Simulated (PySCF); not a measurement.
# Run report: AsH₃, geometry relaxation

AsH₃, computed with RKS PBE0-D4/def2-TZVP, density fitting (PySCF 2.14.0).

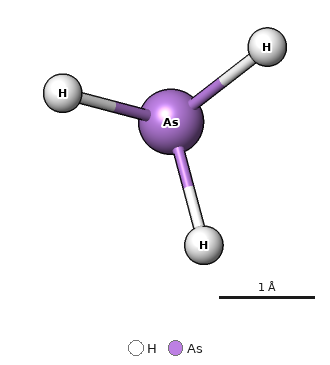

Fig. 1: The starting structure (ball-and-stick view, seen at a tilt). Bond lengths as drawn: As–H 1.52 to 1.54 Å.

Summary

- outcome: converged
- total energy: −60882.3723 eV
- largest force (length of the vector) at the end: 0.008 eV/Å
- hardware: 4 threads of Arm Neoverse V1, 23 GiB of memory available, shared host
- wall time: 4.5 s (CPU time 13 s)
- peak memory: 0.68 GiB

Input
```python
import json, numpy as np
from pyscf import gto, scf, dft, mp, cc
EV, BOHR = 27.211386245988, 0.529177210903
mol = gto.M(atom="""
H 0.258500 0.582066 1.107308
As 0.021507 -0.447903 2.223615
H 0.922525 -1.470229 1.549626
H -1.221368 -1.005742 1.545477
""", basis="def2-tzvp", charge=0, spin=0, max_memory=8670, verbose=0)
def mean_field(mol, dm=None):
    mf = dft.RKS(mol, xc="pbe0").density_fit()
    mf.conv_tol = 1e-9; mf.grids.level = 4
    mf.kernel(dm0=dm)
    if not mf.converged: mf = mf.newton().run(mf.mo_coeff, mf.mo_occ)
    assert mf.converged
    return mf
def d4(mol):
    from pyscf.dispersion.dftd4 import DFTD4Dispersion
    real = gto.M(atom=[(mol.atom_pure_symbol(i), mol.atom_coord(i)) for i in range(4)], unit='B', charge=mol.charge, spin=None, basis='def2-svp', verbose=0)
    r = DFTD4Dispersion(real, xc="pbe0", atm=True).get_dispersion(grad=True); return r["energy"], r["gradient"]
def energy_and_gradient(mol, dm=None):
    mf = mean_field(mol, dm); e, g = d4(mol)
    return mf, (mf.e_tot + e) * EV, (mf.nuc_grad_method().kernel()[:4] + g) * EV / BOHR
out = {}
# rational-function steps on a BFGS-updated Hessian; the first Hessian (eV/A^2) comes from GFN2-xTB
H = np.load("h0.npy"); x = mol.atom_coords(unit="A").ravel(); dm = old = None; trust = 0.2; steps = []
for it in range(90):
    mol.set_geom_(x.reshape(-1, 3), unit="A"); mf, e, g = energy_and_gradient(mol, dm); g = g.ravel(); dm = mf.make_rdm1()
    print(f"relax step {it + 1}: E = {e:.6f} eV, largest force component {abs(g).max():.4f} eV/A", flush=True); steps.append([e, x.reshape(-1, 3).tolist(), (-g).reshape(-1, 3).tolist()])
    if abs(g).max() < 0.008: out['converged'] = True; break
    if old is not None:
        s, z = x - old[0], g - old[1]
        if s @ z > 1e-8: H = H + np.outer(z, z) / (s @ z) - np.outer(H @ s, H @ s) / (s @ H @ s)
        trust = max(0.03, trust / 2) if e > old[2] + 1e-4 else min(0.35, trust * 1.3)
    w, V = np.linalg.eigh(H); w = np.maximum(abs(w), 0.08); f = V.T @ g; M = np.diag(np.append(w, 0.0)); M[-1, :-1] = M[:-1, -1] = f
    dx = V @ (-f / (w - np.linalg.eigvalsh(M)[0])); big = np.linalg.norm(dx.reshape(-1, 3), axis=1).max(); dx *= min(1, trust / big)
    old = (x, g, e); x = x + dx
out.update(energy=e, forces=steps[-1][2], positions=steps[-1][1], steps=steps)
out['s2'] = mf.spin_square()[0]; out['nelec'] = mol.nelec
print(f"Total energy {out['energy']:.6f} eV, <S^2> {out['s2']:.4f}")
json.dump(out, open("out.json", "w"), default=float)
```

Launch command:
```bash
OMP_NUM_THREADS=4 python run.py
```

Output
```
relax step 1: E = -60882.369611 eV, largest force component 0.2036 eV/A
relax step 2: E = -60882.371295 eV, largest force component 0.1367 eV/A
relax step 3: E = -60882.372258 eV, largest force component 0.0058 eV/A
```

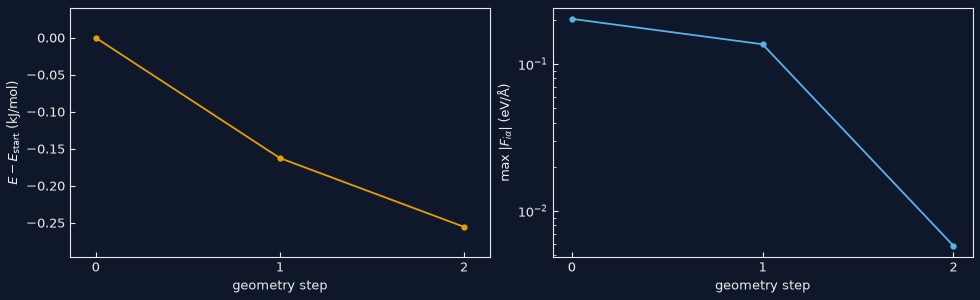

Fig. 2: Progress of the relaxation, step by step (the first geometry is step 0 here and step 1 in the log).

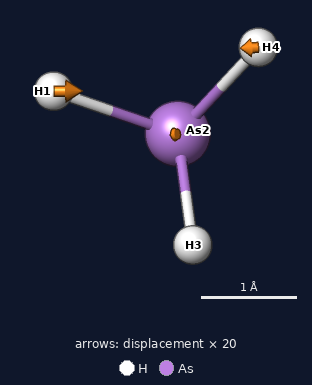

Fig. 3: The starting structure with the displacements as orange arrows, magnified 20 times (ball-and-stick view, seen on its broad side). The two geometries are laid on each other by the best rigid fit. The atom that moves furthest after the best rigid fit is H1 (0.016 Å). Largest moves by element: H 0.016 Å, As 0.006 Å. Among the contacts that change: H1–As2 1.537 → 1.522 Å. Over 2 geometry steps the energy falls by 0.26 kJ/mol. The largest force component goes from 0.2 to 0.0058 eV/Å. (Atoms are counted from 1 in the order of the input.)

```
Total energy -60882.372258 eV, <S^2> 0.0000
```

Trajectory as extended XYZ (Å, eV, eV/Å), 3 frames, from step=1 to step=3
```
4
Properties=species:S:1:pos:R:3:forces:R:3 step=1 energy=-60882.36961
H     0.2585    0.5821    1.1073   -0.0688  -0.2036   0.1793
As    0.0215   -0.4479    2.2236    0.0468   0.2006  -0.1254
H     0.9225   -1.4702    1.5496    0.0047  -0.0155  -0.0222
H    -1.2214   -1.0057    1.5455    0.0172   0.0185  -0.0317
4
Properties=species:S:1:pos:R:3:forces:R:3 step=2 energy=-60882.37129
H     0.2488    0.5630    1.1152    0.0299   0.1274  -0.1367
As    0.0249   -0.4406    2.2231   -0.0177  -0.1292   0.1320
H     0.9229   -1.4675    1.5475   -0.0074   0.0066   0.0054
H    -1.2157   -0.9967    1.5403   -0.0049  -0.0048  -0.0007
4
Properties=species:S:1:pos:R:3:forces:R:3 step=3 energy=-60882.37226
H     0.2471    0.5662    1.1032   -0.0003  -0.0055   0.0056
As    0.0264   -0.4394    2.2244    0.0015   0.0058  -0.0047
H     0.9231   -1.4679    1.5507   -0.0009   0.0008  -0.0006
H    -1.2157   -1.0006    1.5478   -0.0004  -0.0011  -0.0003
```
